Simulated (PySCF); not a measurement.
C$_{6}$H$_{12}$OSi$_{2}$

| atom | x (Å) | y (Å) | z (Å) |
| --- | --- | --- | --- |
| C | -3.0611 | 0.2857 | 0.0705 |
| C | -1.7560 | 1.0769 | 0.0299 |
| Si | -0.3329 | 0.1662 | -0.7731 |
| O | -0.8771 | -0.1680 | -2.3252 |
| C | 1.2043 | 1.2349 | -0.8312 |
| C | 2.3940 | 0.9357 | -0.2733 |
| Si | 2.7500 | -0.6343 | 0.6823 |
| C | 1.2437 | -1.7465 | 0.6898 |
| C | 0.0612 | -1.4308 | 0.1257 |
| H | -3.3702 | -0.0201 | -0.9406 |
| H | -2.9608 | -0.6301 | 0.6743 |
| H | -3.8825 | 0.8747 | 0.5079 |
| H | -1.4404 | 1.3717 | 1.0460 |
| H | -1.8939 | 2.0199 | -0.5286 |
| H | -0.2727 | -0.6692 | -2.8804 |
| H | 1.1172 | 2.1908 | -1.3714 |
| H | 3.2189 | 1.6567 | -0.3791 |
| H | 3.9140 | -1.3524 | 0.0696 |
| H | 3.1517 | -0.3007 | 2.0869 |
| H | 1.3423 | -2.7214 | 1.1911 |
| H | -0.7507 | -2.1722 | 0.1915 |

Geometry: PBE0-D3(BJ)/def2-SVP.

The calculation used PySCF, PBE0/pcSseg-1, SCF density, gas phase, non-relativistic.

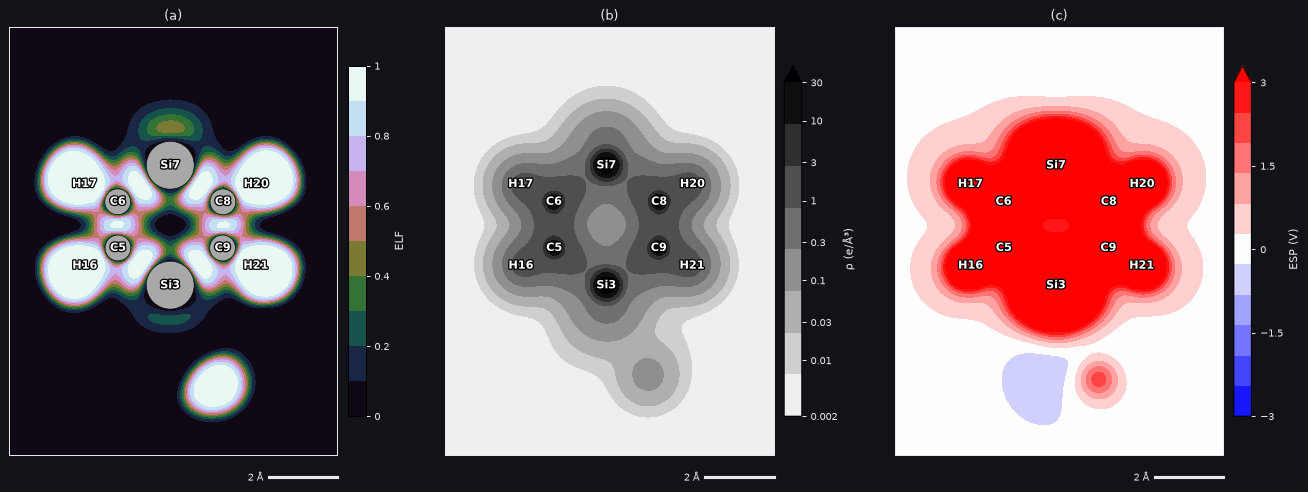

Figure 1. (a) ELF; (b) total electron density; (c) molecular electrostatic potential on the plane of atoms Si3, C9 and H21. Grey discs cover the atomic cores in the ELF map.

Question: What does the map show?

Answer: The plane passes through Si, C and H nuclei. C–C (1.35 Å): ρ is about 2.2 e/Å³ halfway; the ELF peaks at about 0.95 between the atoms: a covalent bond. C–Si (1.87 Å): ρ at the midpoint is about 0.97 e/Å³; the ELF peaks at about 1 between the atoms, as expected for a shared electron pair. C–H (1.10 Å): ρ is about 1.9 e/Å³ halfway; the ELF climbs to about 1 towards the hydrogen, as it does in any bond to H: an ordinary covalent bond to hydrogen. Outside the dense part of the molecule the potential is most negative (−0.6 V) near H10, which lies off the plane.

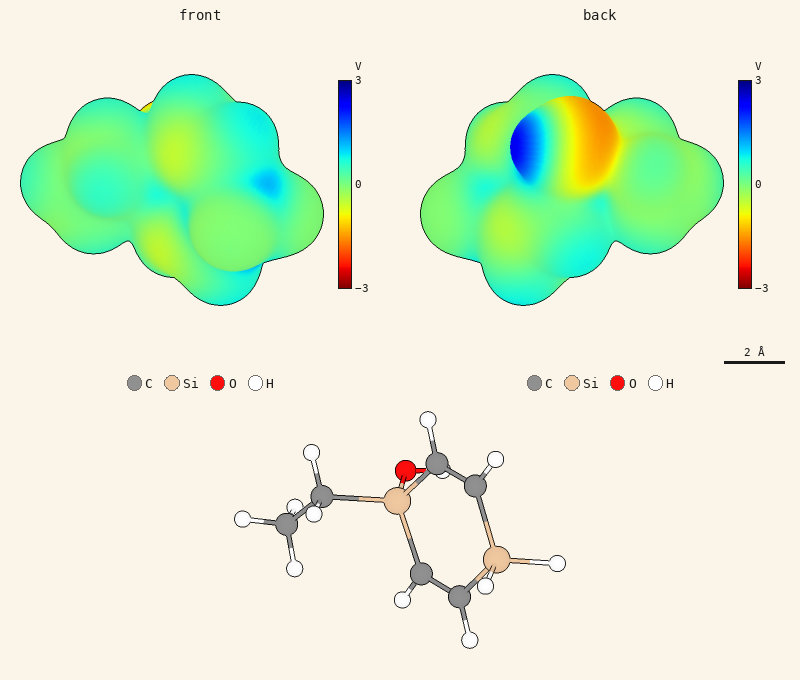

Figure 2. The molecular electrostatic potential painted on the density surface at 0.002 e/bohr³, seen from the front and from behind; the colour scale runs from red (negative) to blue (positive). The bare structure is drawn below in the same view.

Question: Describe the electrostatic potential map.

Answer: The most negative region (about −1.5 V, or −35 kcal/mol for a unit charge) lies over O4, the most positive (about +2.2 V, or +51 kcal/mol for a unit charge) over H15. O4 is the likeliest acceptor of a hydrogen bond.

Question: What dipole moment does the calculation give?

Answer: Its dipole moment is 0.64 D.
